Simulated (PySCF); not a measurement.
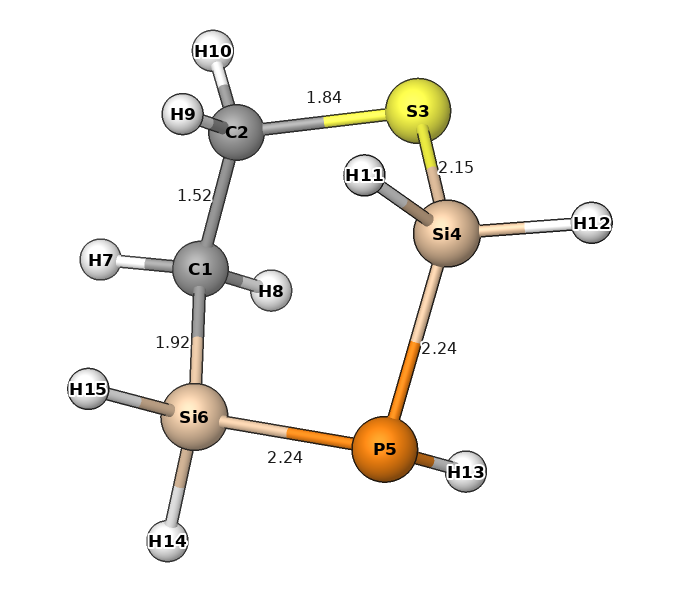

The numbers beside the sticks are distances in Å. Sticks don't show bond order. Computed geometry: GFN2-xTB optimisation. No frequency run is at hand to confirm it as a minimum.

> Which of the marked bonds are single, double, triple or aromatic?

C1–C2 single; C1–Si6 single; C2–S3 single; S3–Si4 single; Si4–P5 single; P5–Si6 single.

> Write the SMILES.

C1CS[SiH2]P[SiH2]1
